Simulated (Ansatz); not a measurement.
Loss of CH3F: C4H3F7 → C3F6 + CH3F

Species: C4H3F7 `FCC(F)(C(F)F)C(F)(F)F`, singlet; C3F6 (hexafluoropropylene) `FC(F)=C(F)C(F)(F)F`, singlet; CH3F (fluoromethane) `CF`, singlet. This is a balance of energies; it says nothing on the path, which may need atoms to shift.

Shapes, held fixed at every level: PBE0-D4/def2-TZVP. Flexible molecules stand in one conformer, not always the lowest. Programs: Ansatz 0.2.0. The zero-point and thermal change to 298 K, harmonic and unscaled (PBE0-D4/def2-TZVP), is -9.7 kJ/mol.

| level | kind | ΔH(298 K) (kJ/mol) | less CCSD(T)/CBS estimate |
| --- | --- | --- | --- |
| HF/def2-SVP | Hartree–Fock | +157.0 | +5.7 |
| SPW92/def2-TZVPP | LDA | +163.7 | +12.4 |
| B3LYP-D4/def2-TZVPP | global hybrid | +127.4 | -23.9 |
| r2SCAN0-D4/def2-TZVPP | global hybrid | +155.0 | +3.7 |
| wB97X-V/def2-TZVPP | range-separated hybrid | +158.7 | +7.4 |
| CCSD/def2-SVP | coupled cluster or CI | +168.2 | +16.9 |
| CCSD(T)/CBS estimate | coupled cluster or CI | +151.3 | 0.0 |

The highest level, CCSD(T)/CBS estimate, gives ΔH(298 K) = +151.3 kJ/mol; the levels span +127.4 to +168.2. The column of differences is taken from that level and isn't an error. No measured value is set beside it here. The CBS estimate extrapolates MP2 from def2-TZVPP and def2-QZVPP and adds CCSD(T) − MP2 in the triple-zeta set, cores frozen.

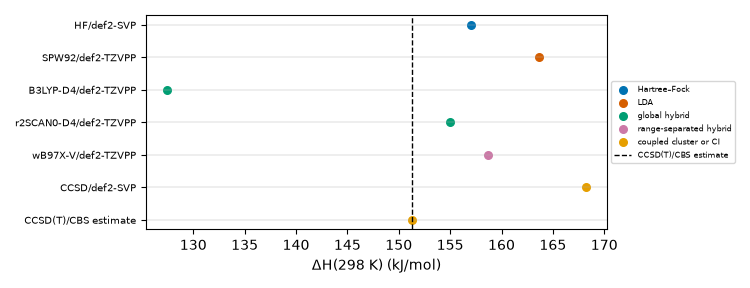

The values of the table, level by level.
